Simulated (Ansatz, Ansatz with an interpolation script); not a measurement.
# Settings in Wannier-interpolated G0W0: In2O3 (R-3c)

How do the Wannier model and the GW settings move the interpolated bands of In2O3 (R-3c)?

Calculated with Ansatz 0.2.0; maximally localised Wannier functions, LDA, plane waves, PAW; PAW set soft_1.

**1. The starting structure**

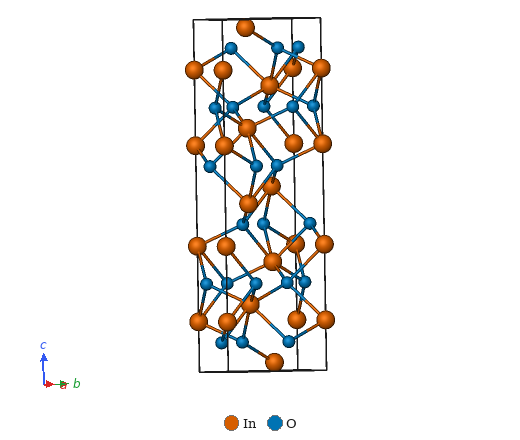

The cell as given, slightly off an axis (indium orange, oxygen blue). This picture shows the conventional cell, with its axes. Some periodic images of atoms are drawn too.

The cell and positions come from the Crystallography Open Database and are kept as given unless a step says otherwise. This is not the form that In2O3 usually takes at ambient conditions.

**2. Wannier model on 8×8×8**

Localised functions give a small Hamiltonian that interpolates between mesh points at no cost.

The input, input.yaml:

```yaml
crystal:
  lattice:
    - [2.7435, 1.58396046, 4.83666667]
    - [-2.7435, 1.58396046, 4.83666667]
    - [0.0, -3.16792093, 4.83666667]
  atoms:
    - { symbol: In, position: [0.35731, 0.35731, 0.35731] }
    - { symbol: In, position: [0.14269, 0.14269, 0.14269] }
    - { symbol: In, position: [0.64269, 0.64269, 0.64269] }
    - { symbol: In, position: [0.85731, 0.85731, 0.85731] }
    - { symbol: O, position: [0.548, 0.952, 0.25] }
    - { symbol: O, position: [0.25, 0.548, 0.952] }
    - { symbol: O, position: [0.952, 0.25, 0.548] }
    - { symbol: O, position: [0.452, 0.048, 0.75] }
    - { symbol: O, position: [0.75, 0.452, 0.048] }
    - { symbol: O, position: [0.048, 0.75, 0.452] }
kpoints:
  mp_grid: { grid: [4, 4, 4] }
hamiltonian:
  xc: lda
  pseudopotentials: { kind: paw, azcp: { folder: soft_1 }, xc_functional: pbe }
scf:
  occupations: { method: fixed }
  n_extra_bands: 67
output:
  wannier:
    kmesh: [8, 8, 8]
    projections:
      - { species: In, l: s, shell: 5 }
      - { species: In, l: p, shell: 5 }
      - { species: O, l: p, shell: 2 }
    minimise: true
    write_hr: true
    seedname: w
    conv_tol: 1.0e-06
    max_iter: 20000
    stability_check: false
    disentanglement:
      window: [2.69, 23.26]
      frozen_window: [2.69, 12.81]
      conv_tol: 1.0e-08
```

Run with:

```sh
ansatz run input.yaml --threads 3 --pin off --max-ram 92160MiB --backend cuda --events-out ev --progress --plain --runs-dir out --devices 1 --max-vram 13GiB
```

Numbers of over 12 decimals in the logs are rounded to 6 here.

The log of the run:

```text
scf.n_extra_bands = 67 over 44 filled bands (N_el = 88.0): the run solves 111 bands
GPUs: using 1 of 1 available (devices: 1).
Engine: ansatz 0.2.0, x86_64-unknown-linux-gnu
Pseudopotentials: kind: paw
Pseudopotential: In, paw, valence charge 13, recommended cutoff 420 eV (normal), soft_1/In.paw.azcp
Pseudopotential: O, paw, valence charge 6, recommended cutoff 420 eV (normal), soft_1/O.paw.azcp
Functional definition: SPW92
  exchange = slater_x
  correlation = pw_c
device memory: the entry about to start is reckoned to put 4.4 GiB on a device that reports 52.4 GiB free (of which the cap on the GPU budget leaves the run 13.0 GiB)
GPU FFT provider: cuFFT
GPU libraries: cuBLAS 13.8.2, cuFFT 12.4.0, cuSOLVER 12.3.4
Crystal: 10 atoms, lattice volume = 126.109 Å³
Basis set: ecut = 420 eV, 2453 PW (Γ)
Bands: 111, of which v1, the nominal top of the filled ones, is band 44 counted from 1 (43 counted from 0)
Symmetry: 12 space group operations
Space group: R-3c (ITA 167), of the structure as read, at distance tolerance 5.0e-5 Å
k-points: 13 of 64
Non-local potential: In, projectors of the file, l = 0: 2, l = 1: 2, l = 2: 2, l = 3: 1
Non-local potential: O, projectors of the file, l = 0: 2, l = 1: 2, l = 2: 1
PAW form: soft (Blöchl's): semilocal exchange-correlation on the pseudo side does not see the compensation charge
PAW frozen core: In, regenerated for the run's functional, and the local potential with it (the file was generated under x = pbe(κ = 0.804, μ = 0.219515), c = pbe(β = 0.066725))
PAW frozen core: O, regenerated for the run's functional, and the local potential with it (the file was generated under x = pbe(κ = 0.804, μ = 0.219515), c = pbe(β = 0.066725))
PAW one-centre angular grid: In, 590 points (default); XC on 64 Gauss nodes
PAW one-centre angular grid: O, 110 points (default); XC on 64 Gauss nodes
Initial density: superposition of atomic densities (chi_scale 0.1, normalization cell, long waves kept (reshape's long-wave potential 0.00 eV rms))
Initial wavefunctions: pseudopotential atomic-orbital guess
GPU buffer pool allocated for 64000 grid points (all kernels)
GPU transforms: local potential and band sums: pruned to the plane-wave sphere, on 40×40×40
Functional: x = slater, c = lda
SCF iter   1: F=—  HF=-25162.532063 eV  |F-HF|=—  |Δ(HF+E_count)|=         —  Δρ=5.98e-2  dr2=2.97e0  ethr=3.10e-3  ⟨swp⟩=4.9  Hψ=4789  notcnv=0  defer=836
preconditioner: auto → Resta (q_TF=auto, 2.569 Å⁻¹)  ε∞=2.0  [insulator: Δε(μ)=1.325 eV  Ē_g=30.463 eV  n_scr=32 (ndim 8)  ℏωp=31.0 eV  f_vac=0.000  ε∞_Penn≈2.0]
SCF iter   2: F=—  HF=-25161.762691 eV  |F-HF|=—  |Δ(HF+E_count)|=   7.69e-1  Δρ=2.63e-2  dr2=5.67e-1  ethr=3.10e-3  ⟨swp⟩=2.0  Hψ=1701  notcnv=0  defer=834
[...]
SCF iter   8: F=-25161.580570 eV  HF=-25161.580570 eV  |F-HF|=1.85e-9  |Δ(HF+E_count)|=   8.32e-8  Δρ=1.93e-6  dr2=4.22e-9  ethr=1.14e-10  ⟨swp⟩=12.5  Hψ=10564  notcnv=0
SCF 1 converged in 8 iterations: F = -25161.580570 eV  dr2 = 4.22e-9
[...]
device memory: the entry about to start is reckoned to put 5.4 GiB (of the 5.5 GiB reckoned in all, the device holds 0.1 GiB already) on a device that reports 49.5 GiB free (of which the cap on the GPU budget leaves the run 12.9 GiB)
NSCF: frozen V_eff on 13 k-points
[...]
device memory: the entry about to start is reckoned to put 4.3 GiB on a device that reports 49.6 GiB free (of which the cap on the GPU budget leaves the run 13.0 GiB)
NSCF: frozen V_eff on 68 k-points
the Wannier pass solved 68 of the 512 points of its mesh, and has the states at the others by symmetry: states obtained by the crystal's operations at points that were solved too leave a residual of 4.14e-13 eV (read by the count's bands and the next), within 8.33e-6 eV
SCF converged after 8 iterations
Free energy (F): -25161.580570 eV
Harris-Foulkes:  -25161.580570 eV  (|F-HF|=1.85e-9)
Internal energy: -25161.580570 eV  (E = F + TS)
E sigma→0 (E₀):  -25161.580570 eV
Fermi energy:    8.629045 eV
--- Per-component energies (eV) ---
  E_band       = 14.532635
  E_kinetic    = 1891.847876
  E_local      = -5592.801212  (includes V_loc(G=0)·N_el)
  E_nonlocal   = 1656.939159
  E_hartree    = 2179.991752
  E_xc         = -983.371498
  E_vxc        = -897.754500  (∫ρ·V_xc dr)
  E_paw        = -17204.801757  (= ΣΔE_a)
  E_vpaw       = -1403.685354  (= ΣTr[D̂ρ^β])
  E_aug_tail   = 0.004810  (compensation charges beyond the density's cutoff)
  E_ewald      = -7111.109367
  E_core_change = 1.719667  (= ΣΔE_core)
  E_smearing   = -0.000000  (= −TS)
  E_closure    = -0.000000  (closes the sum)
  Σ components = -25161.580570   (vs F -25161.580570, Δ=0.00e0)
--- Band table (eV; the first three rows and the last of 13) ---
  k-point 0: bands = [... 40 lower, 8.3585, 8.3585, 8.5898, 8.5898, 9.8147, 14.0469, 14.7113, 15.7935, ... 63 higher]
  k-point 1: bands = [... 40 lower, 8.2225, 8.2314, 8.4618, 8.6290, 11.4077, 14.4551, 14.5680, 15.1965, ... 63 higher]
  k-point 2: bands = [... 40 lower, 7.8579, 7.8579, 8.5712, 8.5712, 13.4956, 13.4956, 14.3624, 14.3624, ... 63 higher]
  k-point 12: bands = [... 40 lower, 8.4407, 8.4407, 8.4407, 8.4407, 12.9462, 12.9462, 15.6450, 15.6450, ... 63 higher]
Wannier search: line search 1 of at most 20000: gauge-dependent spread (as the search counts it) 21.2706796 Å², largest recent change 2.8e0 Å² against conv_tol 1.0e-6 Å², 0 stops escaped
Wannier search: line search 100 of at most 20000: gauge-dependent spread (as the search counts it) 7.0964927 Å², largest recent change 3.7e-3 Å² against conv_tol 1.0e-6 Å², 0 stops escaped
Wannier search: line search 200 of at most 20000: gauge-dependent spread (as the search counts it) 7.0519261 Å², largest recent change 1.2e-5 Å² against conv_tol 1.0e-6 Å², 0 stops escaped
WARN: <dir> 904 periodic images of 876 elements of H(R) lie 4.88e-4 to 1.95e-3 Å beyond their element's nearest image, near the 9.77e-4 Å window within which an element is shared among its images; whether they share it moves the interpolated H(k) by 8.1e-3 eV (Frobenius norm, root mean square over the Brillouin zone); at the model's own mesh points H(k) does not change
```

Run time: 40 s. Hardware: 1 × NVIDIA H100 80GB HBM3 (shared by 6 runs) with 3 threads of AMD EPYC 7R13 (Zen 3), shared host; peak memory 1.9 GiB.

In the SCF lines HF is the Harris–Foulkes energy and dr2 the Hartree energy of the density residual, in eV; the loop may stop once dr2 is under the threshold and the program's other checks hold. Hψ counts applications of the Hamiltonian.

This step gave:

```yaml
gauge_invariant_spread: 58.06 Å²
diagonal_spread: 0.03382 Å²
off_diagonal_spread: 7.018 Å²
total_spread: 65.11 Å²
least_projectability: 0.1922
localisation_steps: 249
disentanglement_steps: 153
r_m_s_interpolation_error: 4.57e-4 eV
r_m_s_error_near_the_gap: 3.68e-4 eV
```

Near the gap the model misses directly solved bands by 0.4 meV r.m.s. and by 3 meV at most in the window tested. This tests the starting bands, not the corrections carried with them.

**3. Wannier model on 4×4×4**

input.yaml: that of step 2 with these lines changed.

```diff
@@ -26,3 +26,3 @@
   wannier:
-    kmesh: [8, 8, 8]
+    kmesh: [4, 4, 4]
     projections:
```

The log of the run:

```text
[...]
GPUs: using 1 of 1 available (devices: 1).
[...]
GPU FFT provider: cuFFT
GPU libraries: cuBLAS 13.8.2, cuFFT 12.4.0, cuSOLVER 12.3.4
Crystal: 10 atoms, lattice volume = 126.109 Å³
Basis set: ecut = 420 eV, 2453 PW (Γ)
Bands: 111, of which v1, the nominal top of the filled ones, is band 44 counted from 1 (43 counted from 0)
Symmetry: 12 space group operations
[...]
k-points: 13 of 64
[...]
GPU buffer pool allocated for 64000 grid points (all kernels)
[...]
SCF iter   1: F=—  HF=-25162.532063 eV  |F-HF|=—  |Δ(HF+E_count)|=         —  Δρ=5.98e-2  dr2=2.97e0  ethr=3.10e-3  ⟨swp⟩=4.9  Hψ=4789  notcnv=0  defer=836
[...]
SCF iter   8: F=-25161.580570 eV  HF=-25161.580570 eV  |F-HF|=1.85e-9  |Δ(HF+E_count)|=   8.32e-8  Δρ=1.93e-6  dr2=4.22e-9  ethr=1.14e-10  ⟨swp⟩=12.5  Hψ=10564  notcnv=0
SCF 1 converged in 8 iterations: F = -25161.580570 eV  dr2 = 4.22e-9
[...]
NSCF: frozen V_eff on 13 k-points
[...]
SCF converged after 8 iterations
Free energy (F): -25161.580570 eV
[...]
Internal energy: -25161.580570 eV  (E = F + TS)
E sigma→0 (E₀):  -25161.580570 eV
Fermi energy:    8.629045 eV
[...]
--- Band table (eV; the first three rows and the last of 13) ---
  k-point 0: bands = [... 40 lower, 8.3585, 8.3585, 8.5898, 8.5898, 9.8147, 14.0469, 14.7113, 15.7935, ... 63 higher]
  k-point 1: bands = [... 40 lower, 8.2225, 8.2314, 8.4618, 8.6290, 11.4077, 14.4551, 14.5680, 15.1965, ... 63 higher]
  k-point 2: bands = [... 40 lower, 7.8579, 7.8579, 8.5712, 8.5712, 13.4956, 13.4956, 14.3624, 14.3624, ... 63 higher]
  k-point 12: bands = [... 40 lower, 8.4407, 8.4407, 8.4407, 8.4407, 12.9462, 12.9462, 15.6450, 15.6450, ... 63 higher]
[...]
```

Wall time 14 s (1 × NVIDIA H100 80GB HBM3 (shared by 6 runs) with 3 threads); peak memory 1.1 GiB.

Numbers from this step:

| Property | Result |
| --- | --- |
| gauge-invariant spread | 47.78 Å² |
| diagonal spread | 0.02836 Å² |
| off-diagonal spread | 6.885 Å² |
| total spread | 54.70 Å² |
| least projectability | 0.3652 |
| localisation steps | 96 |
| disentanglement steps | 60 |
| r.m.s. interpolation error | 0.003237 eV |
| r.m.s. error near the gap | 0.002611 eV |

Near the gap the model misses directly solved bands by 2.6 meV r.m.s. and by 15 meV at most in the window tested. This tests the starting bands, not the corrections carried with them.

Frozen up to 4.18 eV; above it the model need not follow the bands. The electronic bands at the labelled points (eV, zero at the valence-band top; v1 is the highest filled band, c1 the lowest empty one):

| point | v4 | v3 | v2 | v1 | c1 | c2 | c3 | c4 |
| --- | --- | --- | --- | --- | --- | --- | --- | --- |
| Γ | -0.28 | -0.28 | -0.05 | -0.05 | 1.18 | 5.41 | 6.07 | 7.16 |
| T | -0.20 | -0.20 | -0.20 | -0.20 | 4.35 | 4.35 | 7.04 | 7.04 |
| H2 | -0.35 | -0.35 | -0.16 | -0.16 | 5.52 | 5.52 | 5.80 | 5.80 |
| jump to H0 | -0.35 | -0.35 | -0.16 | -0.16 | 5.52 | 5.52 | 5.80 | 5.80 |
| L | -0.78 | -0.78 | -0.07 | -0.07 | 4.89 | 4.89 | 5.75 | 5.75 |
| Γ | -0.28 | -0.28 | -0.05 | -0.05 | 1.18 | 5.41 | 6.07 | 7.16 |
| S0 | -0.46 | -0.27 | -0.22 | -0.07 | 5.26 | 5.44 | 5.65 | 6.13 |
| jump to S2 | -0.46 | -0.27 | -0.22 | -0.07 | 5.26 | 5.44 | 5.65 | 6.13 |
| F | -0.56 | -0.35 | -0.09 | -0.04 | 5.13 | 5.39 | 6.46 | 6.55 |
| Γ | -0.28 | -0.28 | -0.05 | -0.05 | 1.18 | 5.41 | 6.07 | 7.16 |

The same for Kohn-Sham, solved directly:

| point | v4 | v3 | v2 | v1 | c1 | c2 | c3 | c4 |
| --- | --- | --- | --- | --- | --- | --- | --- | --- |
| Γ | -0.28 | -0.28 | -0.05 | -0.05 | 1.18 | 5.41 | 6.07 | 7.16 |
| T | -0.20 | -0.20 | -0.20 | -0.20 | 4.31 | 4.31 | 7.01 | 7.01 |
| H2 | -0.35 | -0.35 | -0.16 | -0.16 | 5.46 | 5.46 | 5.78 | 5.78 |
| H0 | -0.35 | -0.35 | -0.16 | -0.16 | 5.46 | 5.46 | 5.78 | 5.78 |
| L | -0.78 | -0.78 | -0.07 | -0.07 | 4.86 | 4.86 | 5.72 | 5.72 |
| Γ | -0.28 | -0.28 | -0.05 | -0.05 | 1.18 | 5.41 | 6.07 | 7.16 |
| S0 | -0.46 | -0.27 | -0.22 | -0.07 | 5.18 | 5.40 | 5.62 | 6.07 |
| S2 | -0.46 | -0.27 | -0.22 | -0.07 | 5.18 | 5.40 | 5.62 | 6.07 |
| F | -0.56 | -0.35 | -0.09 | -0.04 | 5.09 | 5.39 | 6.33 | 6.43 |
| Γ | -0.28 | -0.28 | -0.05 | -0.05 | 1.18 | 5.41 | 6.07 | 7.16 |

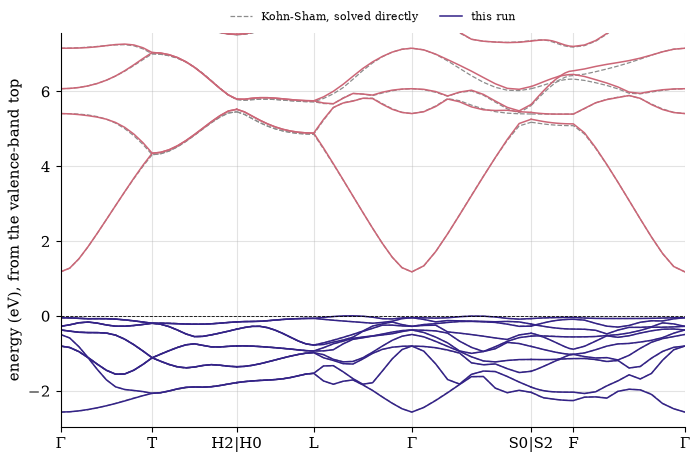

Electronic bands along the path; lines of filled and empty bands in two colours; dashed: Kohn-Sham, solved directly.

**4. A faulty Wannier input**

This step: maximally localised Wannier functions, LDA, plane waves, PAW.

input.yaml: that of step 3 with these lines changed.

```diff
@@ -35,3 +35,3 @@
     conv_tol: 1.0e-06
-    max_iter: 20000
+    max_iter: 3
     stability_check: false
```

Run with:

```sh
ansatz run input.yaml --threads 3 --pin off --max-ram 92160MiB --backend cpu --events-out ev --progress --plain --runs-dir out
```

The log of the run:

```text
Error: invalid value for `output.wannier.max_iter`: must be ≥ 5; got 3
```

The job ended after 0.1 s (3 threads; peak memory 0.077 GiB).

The program refused the input before any cycle.

The program's message: “Error: invalid value for `output.wannier.max_iter`: must be ≥ 5; got 3”

The fault put into this input: too few iterations.

**5. G0W0: 4×4×4 mesh, 424 empty bands, screening to 130 eV, PAW set soft_1 files**

Now the one-shot GW correction: screening in the RPA, then the self-energy of the levels asked for.

This step: G0W0 on LDA, plane waves, PAW; PAW set soft_1.

input.yaml, the sections that differ from step 4:

```yaml
scf:
  occupations: { method: fixed }
gw:
  n_empty_bands: 424
  ecut_chi: 130.0
  qp_bands: [v18, c1]
  screening: { model: contour_deformation }
# crystal, kpoints, hamiltonian: as in step 4
# output: removed
```

Run with:

```sh
ansatz run input.yaml --threads 3 --pin off --max-ram 92160MiB --backend cuda --events-out ev --progress --plain --runs-dir out --devices 1 --max-vram 13GiB
```

The log of the run:

```text
GPUs: using 1 of 1 available (devices: 1).
[...]
GPU FFT provider: cuFFT
GPU libraries: cuBLAS 13.8.2, cuFFT 12.4.0, cuSOLVER 12.3.4
Crystal: 10 atoms, lattice volume = 126.109 Å³
Basis set: ecut = 420 eV, 2453 PW (Γ)
Bands: 54, of which v1, the nominal top of the filled ones, is band 44 counted from 1 (43 counted from 0)
Symmetry: 12 space group operations
[...]
k-points: 13 of 64
[...]
0    34      5.9496   -24.6951     5.0959   -18.9781  0.6955     5.3151     5.3284  root
[...]
12    42      8.4407   -26.8842     4.5347   -21.9128  0.7365     7.9997     8.0041  root
    12    43      8.4407   -26.8842     4.5347   -21.9128  0.7365     7.9997     8.0041  root
    12    44      8.4407   -26.8842     4.5347   -21.9128  0.7365     7.9997     8.0041  root
    12    45     12.9462   -13.4463    -3.7001   -18.1742  0.7866    14.0051    13.9739  root
[key lines of the parts left out:]
SCF converged after 8 iterations
Free energy (F): -25161.580570 eV
Fermi energy:    8.629056 eV
```

It took 66 s on 1 × NVIDIA H100 80GB HBM3 (shared by 6 runs) with 3 threads; peak memory 1.6 GiB.

The G0W0 gap on the mesh is 2.392 eV.

(Part 1 of 2 ends here.)

[Paths, hosts, dates, memory and timing lines, banners, echoed tables and standing remarks are left out of the program output.]

[Logs are printed without paths, hosts, clocks, repeated set-up lines and the standing remarks that a program may print on its own settings, such as how far it seeks lower states.]

[Runs of the session that timed out or met a known fault of the program may be left out.]

[Hosts, paths, dates, database ids (printed as entryN), source tags and the programs' standing remarks are cut or masked in the printed files.]
